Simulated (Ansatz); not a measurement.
```yaml
atoms:
  - { symbol: O, position_ang: [-3.8775, 1.1468, -0.7805] }
  - { symbol: Si, position_ang: [-3.4190, -0.4500, -0.7575] }
  - { symbol: Si, position_ang: [-1.3871, -0.7854, -1.6059] }
  - { symbol: Si, position_ang: [-0.6559, 1.3588, -0.9072] }
  - { symbol: Si, position_ang: [-2.7703, 2.4437, -0.9354] }
  - { symbol: H, position_ang: [-4.6597, -1.2720, -0.6471] }
  - { symbol: H, position_ang: [-0.7625, -1.9213, -0.8503] }
  - { symbol: H, position_ang: [0.2669, 1.9924, -1.8966] }
  - { symbol: H, position_ang: [-0.0103, 1.4460, 0.4390] }
  - { symbol: H, position_ang: [-3.0386, 3.3981, 0.1760] }
  - { symbol: H, position_ang: [-3.0471, 3.1174, -2.2351] }
```

Geometry: B3LYP-D3(BJ)/def2-SVP.

Level of theory: isolated molecule in a Gaussian basis; Kohn-Sham density functional theory, functional PBE0 in Ansatz.

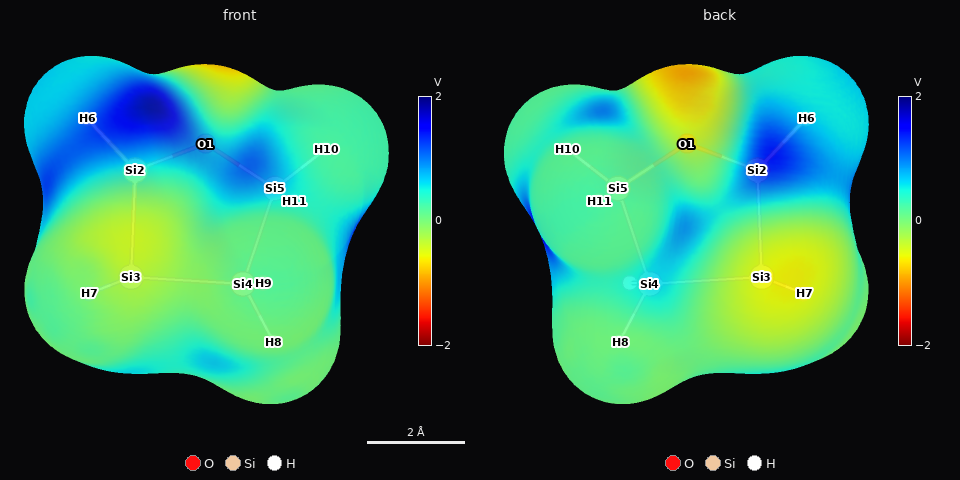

H$_{6}$OSi$_{4}$ (SMILES O1[SiH]=[SiH][SiH2][SiH2]1). The electrostatic potential painted on the density surface at 0.002 e/bohr³, seen from the front and from behind; the colour scale runs from red (negative) to blue (positive).

**Describe the electrostatic potential map.**

The most negative region (about −0.9 V) lies over O1, the most positive (about +1.7 V) over Si2.

**What dipole moment does the calculation give?**

Its dipole moment is 0.81 D.
